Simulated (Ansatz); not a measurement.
System (SMILES): N[BH] (BH-NH2), doublet.
Atoms: B1, N2, H3, H4, H5. Bonds: B1-N2, B1-H3, N2-H4, N2-H5.

Basis-set convergence of the harmonic zero-point energy at PBE with Ansatz (an electronic-structure program). Each level at its own minimum, finite differences of forces, unscaled; the reference is a large set that could be run, not a limit. Cartesian d functions, on some or all atoms, in 6-31+G*; all else is spherical. The program fits the integrals of some runs and decomposes those of others, by size. Open shells are unrestricted. No added dispersion term, no relativity. Reference: the value in aug-pcseg-2, 22.23 kcal/mol, itself unsure by roughly 0.01 kcal/mol (its mean distance from aug-cc-pVTZ, def2-TZVPPD). Deviations are taken from unrounded values.

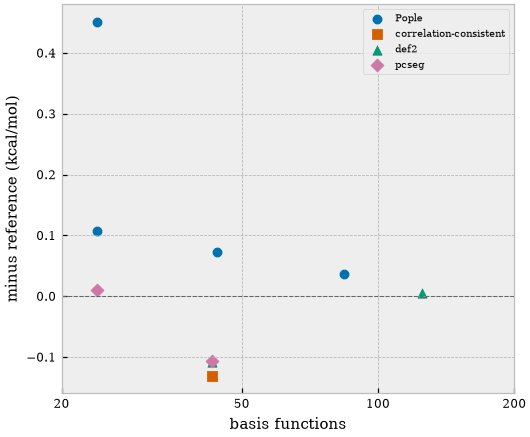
Deviation from the reference against the number of basis functions, by family of sets.

```json
[
 {"basis": "3-21G", "functions": "24", "harmonic zero-point energy (kcal/mol)": "22.33", "minus reference (kcal/mol)": "0.11"},
 {"basis": "6-31G", "functions": "24", "harmonic zero-point energy (kcal/mol)": "22.68", "minus reference (kcal/mol)": "0.45"},
 {"basis": "pcseg-0", "functions": "24", "harmonic zero-point energy (kcal/mol)": "22.24", "minus reference (kcal/mol)": "0.01"},
 {"basis": "cc-pVDZ", "functions": "43", "harmonic zero-point energy (kcal/mol)": "22.10", "minus reference (kcal/mol)": "-0.13"},
 {"basis": "def2-SVP", "functions": "43", "harmonic zero-point energy (kcal/mol)": "22.12", "minus reference (kcal/mol)": "-0.11"},
 {"basis": "pcseg-1", "functions": "43", "harmonic zero-point energy (kcal/mol)": "22.12", "minus reference (kcal/mol)": "-0.11"},
 {"basis": "6-31+G*", "functions": "44", "harmonic zero-point energy (kcal/mol)": "22.30", "minus reference (kcal/mol)": "0.07"},
 {"basis": "6-311++G(2d,2p)", "functions": "84", "harmonic zero-point energy (kcal/mol)": "22.26", "minus reference (kcal/mol)": "0.04"},
 {"basis": "def2-TZVPPD", "functions": "125", "harmonic zero-point energy (kcal/mol)": "22.23", "minus reference (kcal/mol)": "0.01"}
]
```
